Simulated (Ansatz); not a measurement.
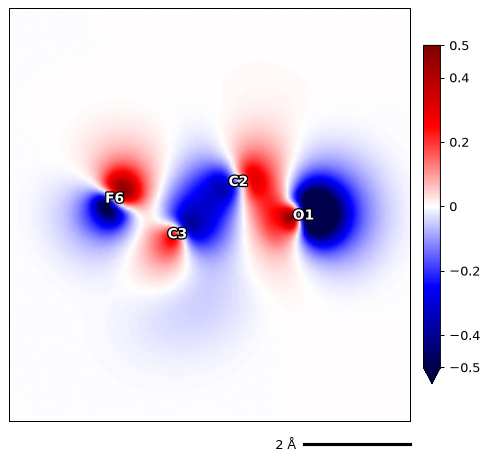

C2H4F2O2. The HOMO−1 on the plane of atoms C2, C3 and F6 (values in Å⁻³ᐟ²; the overall sign is arbitrary).

Method: RKS PBE0/def2-SVP (Ansatz 0.2.0).

```xyz
10

O    -0.9160   -1.4643   -0.3437
C    -0.0927   -0.7910    0.5482
C     0.1245    0.6533    0.1441
O     0.5840    0.6973   -1.1300
F    -1.0141    1.3778    0.2464
F     1.0034    1.2382    0.9942
H    -0.5439   -1.3383   -1.2251
H     0.9108   -1.2473    0.6566
H    -0.5724   -0.7948    1.5377
H     0.5997    1.6180   -1.4254
```

Q: Describe this orbital and give its energy.

A: By Hirshfeld shares it lies mainly on O1 (about 40 %), C2 (about 15 %), O4 (about 15 %), H9 (about 5 %), F6 (about 5 %) and C3 (about 5 %). Its energy is −9.65 eV.
